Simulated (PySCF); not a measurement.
Molecule: SMILES Cl[SiH2]C (CH5ClSi), singlet. Atoms near the plane z = 1.0 Å, at the CAM-B3LYP/def2-SVP optimised geometry (x, y, z in Å): C1 (1.1, -0.5, 0.0), Si2 (-0.8, -0.5, 0.0), Cl3 (-1.5, 1.5, 0.0), H5 (1.5, 0.1, 0.9), H6 (1.5, -1.5, 0.0), H7 (-1.3, -1.1, 1.2).

Method: CAM-B3LYP/def2-TZVP run with PySCF 2.14.0. The values are rescaled to run from 0 to 1.

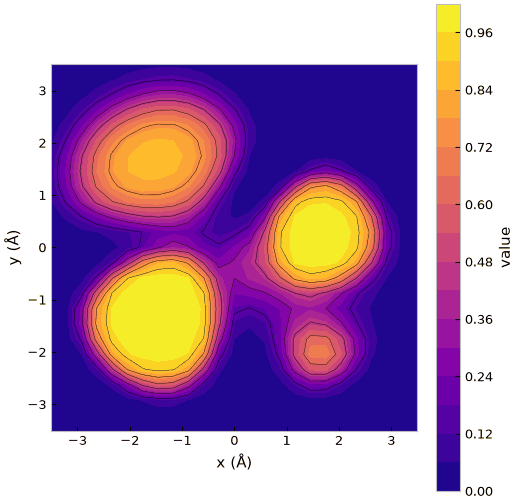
a field on the plane z = 1.0 Å.

Which quantity is mapped?
(A) deformation density (molecule minus spherical neutral atoms)
(B) log10 of the electron density
(C) an orbital amplitude
(D) electron localisation function

D, electron localisation function
